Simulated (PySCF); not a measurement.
C$_{4}$H$_{13}$BGe

| atom | x (Å) | y (Å) | z (Å) |
| --- | --- | --- | --- |
| B | 1.3328 | 1.9371 | 0.9850 |
| C | 1.3675 | 1.0569 | -0.2792 |
| Ge | -0.1570 | -0.2670 | -0.1668 |
| C | -0.1499 | -1.3052 | -1.8723 |
| C | -1.8988 | 0.6739 | 0.0182 |
| C | 0.1075 | -1.4999 | 1.3714 |
| H | 0.7040 | 2.9256 | 1.0023 |
| H | 1.8973 | 1.6040 | 1.9560 |
| H | 1.2082 | 1.5962 | -1.2121 |
| H | 2.2640 | 0.4466 | -0.3832 |
| H | -0.9444 | -2.0457 | -1.8634 |
| H | 0.7943 | -1.8232 | -2.0116 |
| H | -0.3073 | -0.6498 | -2.7240 |
| H | -2.0602 | 1.3554 | -0.8118 |
| H | -1.9219 | 1.2499 | 0.9381 |
| H | -2.7203 | -0.0368 | 0.0392 |
| H | -0.6723 | -2.2560 | 1.3977 |
| H | 1.0667 | -2.0045 | 1.3030 |
| H | 0.0799 | -0.9482 | 2.3061 |

Geometry: GFN2-xTB.

These are results of PySCF 2.14.0, PBE0/def2-SVPD, SCF density, gas phase, not measurements.

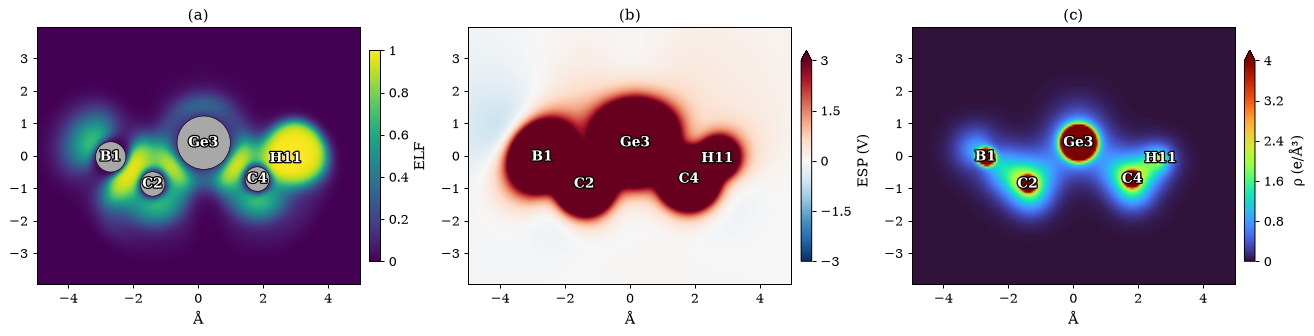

Figure 1. (a) electron localisation function; (b) electrostatic potential; (c) electron density on the plane of atoms C2, Ge3 and C4. Grey discs cover the atomic cores in the ELF map.

**Interpret the plot.**

The plane passes through B, C, Ge and H nuclei.
C–B (1.54 Å): the density is about 1.5 e/Å³ at the midpoint; the ELF peaks at about 0.95 between the atoms; a shared electron pair.
C–Ge (2.00 Å): the density is about 0.83 e/Å³ at the midpoint; the ELF peaks at about 0.95 in the valence shell of C, 0.7 Å from its nucleus, and is about 0.75 at the midpoint.
C–H (1.09 Å): ρ at the midpoint is about 1.9 e/Å³; the ELF climbs to about 1 towards the hydrogen, as it does in any bond to H (an ordinary covalent bond to hydrogen).
Outside the dense part of the molecule the potential is most negative (−0.6 V) near H8, which lies off the plane.

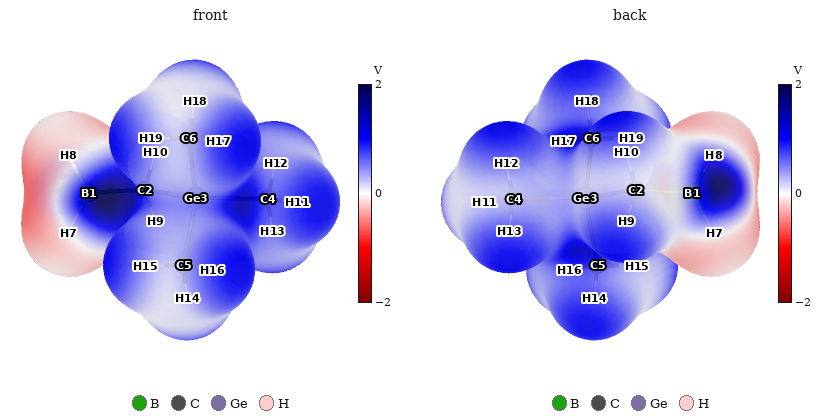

Figure 2. The molecular electrostatic potential painted on the density surface at 0.004 e/bohr³, seen from the front and from behind; the colour scale runs from red (negative) to blue (positive).

**Describe the electrostatic potential map.**

The most negative region (about −0.6 V) lies over H8, the most positive (about +1.8 V) over B1.
